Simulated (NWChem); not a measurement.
# singlet NO+ at 6 levels

Wanted: a comparison of 6 runs (HF/STO-3G, B3LYP/6-31G*, B3LYP/def2-TZVPPD, M06-2X/def2-TZVPPD, PBE0/def2-TZVPPD) of singlet NO+. 

The results are computed with NWChem 7.3.0.

14 further runs of the same task are left out: 6 that didn't finish, 8 set aside as unsound or not needed. Runs told in other sessions of the task aren't counted.

## Step 1: The molecule

NO+ has 2 atoms, charge +1, and is taken as a singlet. SMILES of the parent species: `[N]=O`. The shape is that of a PBE0-D4/def2-TZVP optimisation. That shape belongs to the parent species and isn't relaxed for this state.

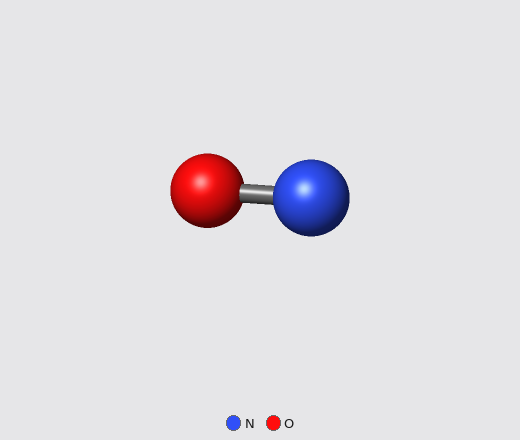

The structure, seen from a chosen angle (nitrogen blue, oxygen red).

## Step 2: The energy at HF/STO-3G (run 1)

File job.nw:

```
echo
start job
memory total 2200 mb
charge 1
geometry noautosym nocenter noautoz
 N     -0.483620     0.177030    -0.243990
 O      0.483620    -0.177030     0.243990
end
basis spherical bse
 * library STO-3G
end
scf
 thresh 1e-08
 maxiter 80
 print medium
end
task scf energy
```

Launch:

```sh
$ nwchem job.nw > job.out
```

Log:

```text
[...]
  functions       =    10
[...]
  wavefunction    = RHF
[...]
         Total SCF energy =   -127.204122366733
      One-electron energy =   -217.947997734400
      Two-electron energy =     64.743562887992
 Nuclear repulsion energy =     26.000312479675
        Time for solution =      0.0s
[...]
```

It took 0.58 s on 1 thread of AMD EPYC 9B14 (Zen 4), shared host; peak memory 0.098 GiB.

## Step 3: The energy at B3LYP/6-31G(d) (spherical functions) (run 2)

File no.xyz:

```xyz
2
NO
N     -0.483620     0.177030    -0.243990
O      0.483620    -0.177030     0.243990
```

File run.py:

```python
from ase.io import read
from ase.calculators.nwchem import NWChem

mol = read('no.xyz')

calc = NWChem(
    label='no',
    theory='dft',
    memory='2200 mb',
    basis='6-31G*',
    basispar='spherical bse',
    charge=1,
    dft={'xc': 'b3lyp', 'mult': '1', 'grid': 'xfine', 'convergence': 'energy 1e-08', 'iterations': '100', 'mulliken': None},
    task='energy',
)
mol.calc = calc

e = mol.get_potential_energy()
print(f"E = {e:.6f} eV")
print("dipole (e A):", mol.get_dipole_moment().round(4))
```

Launch:

```sh
$ export ASE_NWCHEM_COMMAND="nwchem PREFIX.nwi > PREFIX.nwo"
$ python run.py
```

Log:

```text
E = -3524.304736 eV
dipole (e A): [-0.073   0.0267 -0.0368]
```

The calculator wrote no.nwi:

```
title "no"

permanent_dir no

scratch_dir no

start no

geometry units angstrom nocenter noautosym noautoz
  N  -4.8361999999999999e-01 1.7702999999999999e-01 -2.4399000000000001e-01
  O  4.8361999999999999e-01 -1.7702999999999999e-01 2.4399000000000001e-01
end

charge 1

memory 2200 mb

basis spherical bse noprint
   * library 6-31G*
end

dft
  xc b3lyp
  mult 1
  grid xfine
  convergence energy 1e-08
  iterations 100
  mulliken
end

task dft energy
```

no.nwo:

```text
Northwest Computational Chemistry Package (NWChem) 7.3.0
             --------------------------------------------------------

           Job information
           ---------------

    nwchem branch   = 7.3.0
    use scalapack   = T
    input           = no.nwi
    prefix          = no.
    data base       = no/no.db
    status          = startup
    nproc           =        1

           Memory information
           ------------------

    heap     =     72089594 doubles =      550.0 Mbytes
    stack    =     72089599 doubles =      550.0 Mbytes
    global   =    144179200 doubles =     1100.0 Mbytes (distinct from heap & stack)
    total    =    288358393 doubles =     2200.0 Mbytes
    verify   = yes
    hardfail = no

           Directory information
           ---------------------

  0 permanent = no
  0 scratch   = no

                                NWChem Input Module
                                -------------------

                                        no
                                        --

[... 58 lines left out ...]
  convergence criterion.
[... 17 lines left out ...]
          Convergence on energy requested:  1.00D-08
[... 1 line left out ...]
          Convergence on gradient requested:  5.00D-04
[... 23 lines left out ...]
          Convergence Information
[... 2 lines left out ...]
          total energy or number of iterations.
[... 29 lines left out ...]
 1-e energy   =    -213.071784
[... 24 lines left out ...]
   convergence    iter        energy       DeltaE   RMS-Dens  Diis-err    time
[... 14 lines left out ...]
      One electron energy =     -221.471892211625
[... 1 line left out ...]
    Exchange-Corr. energy =      -14.875513094556
[... 6 lines left out ...]
                       DFT Final Molecular Orbital Analysis
[... 212 lines left out ...]
     -------------------------------------------
      Total Density - Lowdin Population Analysis
     -------------------------------------------

    Atom       Charge   Shell Charges
 -----------   ------   -------------------------------------------------------
    1 N    7     6.42   1.99  0.87  1.79  0.73  0.90  0.14
    2 O    8     7.58   1.99  0.92  2.50  0.70  1.38  0.09

 center of mass
 --------------
 x =   0.06068279 y =  -0.02221305 z =   0.03061493

 moments of inertia (a.u.)
 ------------------
           9.691584388491           9.131073408420         -12.584819527314
           9.131073408420          31.293891548263           4.606696581863
         -12.584819527314           4.606696581863          28.287199949535

     Multipole analysis of the density
     ---------------------------------

     L   x y z        total         alpha         beta         nuclear
     -   - - -        -----         -----         ----         -------
     0   0 0 0      1.000000     -7.000000     -7.000000     15.000000

     1   1 0 0     -0.137866     -0.525888     -0.525888      0.913909
[... 8 lines of this table left out ...]
     2   0 0 2     -5.856381     -4.522612     -4.522612      3.188842

 Task  times  cpu:        1.1s     wall:        1.1s
 Total times  cpu:        1.1s     wall:        1.1s
```

Wall time 2.1 s (1 thread of AMD EPYC 9B14 (Zen 4), shared host); peak memory 0.11 GiB.

Runs 3 to 5 aren't shown in full; the table further down has their settings and results.

## Step 4: A single-point energy at PBE0/def2-TZVPPD (run 6)

File calc.xyz:

```xyz
2
NO energy
N     -0.483620     0.177030    -0.243990
O      0.483620    -0.177030     0.243990
```

File run.py:

```python
from ase.io import read
from ase.calculators.nwchem import NWChem

mol = read('calc.xyz')

calc = NWChem(
    label='calc',
    theory='dft',
    memory='2200 mb',
    basis='def2-TZVPPD',
    basispar='spherical bse',
    charge=1,
    dft={'xc': 'pbe0', 'mult': '1', 'grid': 'xfine', 'convergence': 'energy 1e-08', 'iterations': '100', 'mulliken': None},
    task='energy',
)
mol.calc = calc

print(f"energy = {mol.get_potential_energy():.6f} eV")
print("dipole (e A):", mol.get_dipole_moment().round(4))
```

Launch:

```sh
$ export ASE_NWCHEM_COMMAND="nwchem PREFIX.nwi > PREFIX.nwo"
$ python run.py
```

Log:

```text
energy = -3522.170227 eV
dipole (e A): [-0.0678  0.0248 -0.0342]
```

The calculator wrote calc.nwi:

```
title "calc"

permanent_dir calc

scratch_dir calc

start calc

geometry units angstrom nocenter noautosym noautoz
  N  -4.8361999999999999e-01 1.7702999999999999e-01 -2.4399000000000001e-01
  O  4.8361999999999999e-01 -1.7702999999999999e-01 2.4399000000000001e-01
end

charge 1

memory 2200 mb

basis spherical bse noprint
   * library def2-TZVPPD
end

dft
  xc pbe0
  mult 1
  grid xfine
  convergence energy 1e-08
  iterations 100
  mulliken
end

task dft energy
```

calc.nwo:

```text
Northwest Computational Chemistry Package (NWChem) 7.3.0
             --------------------------------------------------------

           Job information
           ---------------

    nwchem branch   = 7.3.0
    use scalapack   = T
    input           = calc.nwi
    prefix          = calc.
    data base       = calc/calc.db
    status          = startup
    nproc           =        1

           Memory information
           ------------------

    heap     =     72089594 doubles =      550.0 Mbytes
    stack    =     72089599 doubles =      550.0 Mbytes
    global   =    144179200 doubles =     1100.0 Mbytes (distinct from heap & stack)
    total    =    288358393 doubles =     2200.0 Mbytes
    verify   = yes
    hardfail = no

           Directory information
           ---------------------

  0 permanent = calc
  0 scratch   = calc

                                NWChem Input Module
                                -------------------

                                       calc
                                       ----

[... 58 lines left out ...]
  convergence criterion.
[... 17 lines left out ...]
          Convergence on energy requested:  1.00D-08
[... 1 line left out ...]
          Convergence on gradient requested:  5.00D-04
[... 22 lines left out ...]
          Convergence Information
[... 2 lines left out ...]
          total energy or number of iterations.
[... 29 lines left out ...]
 1-e energy   =    -213.095173
[... 24 lines left out ...]
   convergence    iter        energy       DeltaE   RMS-Dens  Diis-err    time
[... 12 lines left out ...]
      One electron energy =     -221.707183466711
[... 1 line left out ...]
    Exchange-Corr. energy =      -14.763708368084
[... 6 lines left out ...]
                       DFT Final Molecular Orbital Analysis
[... 554 lines left out ...]
     -------------------------------------------
      Total Density - Lowdin Population Analysis
     -------------------------------------------

    Atom       Charge   Shell Charges
 -----------   ------   -------------------------------------------------------
    1 N    7     6.43   0.90  1.07  0.58  0.54  0.24  0.10  1.10  1.17  0.38  0.02  0.19  0.11  0.04
    2 O    8     7.57   0.88  1.09  0.57  0.58  0.28  0.10  1.60  1.60  0.58  0.06  0.01  0.09  0.13  0.01

 center of mass
 --------------
 x =   0.06068279 y =  -0.02221305 z =   0.03061493

 moments of inertia (a.u.)
 ------------------
           9.691584388491           9.131073408420         -12.584819527314
           9.131073408420          31.293891548263           4.606696581863
         -12.584819527314           4.606696581863          28.287199949535

     Multipole analysis of the density
     ---------------------------------

     L   x y z        total         alpha         beta         nuclear
     -   - - -        -----         -----         ----         -------
     0   0 0 0      1.000000     -7.000000     -7.000000     15.000000

     1   1 0 0     -0.128190     -0.521050     -0.521050      0.913909
[... 8 lines of this table left out ...]
     2   0 0 2     -5.769875     -4.479358     -4.479358      3.188842

 Task  times  cpu:        5.0s     wall:        5.0s
 Total times  cpu:        5.0s     wall:        5.0s
```

Run time: 6 s. Hardware: 1 thread of AMD EPYC 9B14 (Zen 4), shared host; peak memory 0.11 GiB.

## Step 5: Overview of the runs

| run | level | iteration cap | module | energy (Eh) | HOMO energy (eV) | LUMO energy (eV) | HOMO–LUMO gap (eV) | wall time |
| --- | --- | --- | --- | --- | --- | --- | --- | --- |
| 1 | HF/STO-3G | 80 | scf | -127.204122 | -29.80 | -8.65 | 21.15 | 0.58 s |
| 2 | B3LYP/6-31G* (spherical functions) | 100 | dft | -129.515811 | -24.92 | -14.44 | 10.49 | 2.1 s |
| 3 | B3LYP/6-31G* (Cartesian functions) | 100 | dft | -129.518117 | -24.94 | -14.45 | 10.49 | 1.7 s |
| 4 | B3LYP/def2-TZVPPD | 100 | dft | -129.575098 | -24.86 | -14.34 | 10.51 | 5.7 s |
| 5 | M06-2X/def2-TZVPPD | 100 | dft | -129.528398 | -27.03 | -12.33 | 14.70 | 6.9 s |
| 6 | PBE0/def2-TZVPPD | 100 | dft | -129.437369 | -25.15 | -13.92 | 11.23 | 6 s |

## Step 6: Outcome

| quantity | value |
| --- | --- |
| run 6: total energy | -129.43737 Eh |
| run 6: HOMO energy | -25.15 eV |
| run 6: LUMO energy | -13.92 eV |
| run 6: HOMO–LUMO gap | 11.23 eV |

**Reading.** The HOMO–LUMO gap runs from 10.49 eV (B3LYP/6-31G*) to 21.15 eV (HF/STO-3G). The two ends differ in method and basis. Totals of different functionals can't be ranked against each other. In run 1 the basis is minimal, so the values are rough. All runs together took 23 s, the longest 6.9 s.
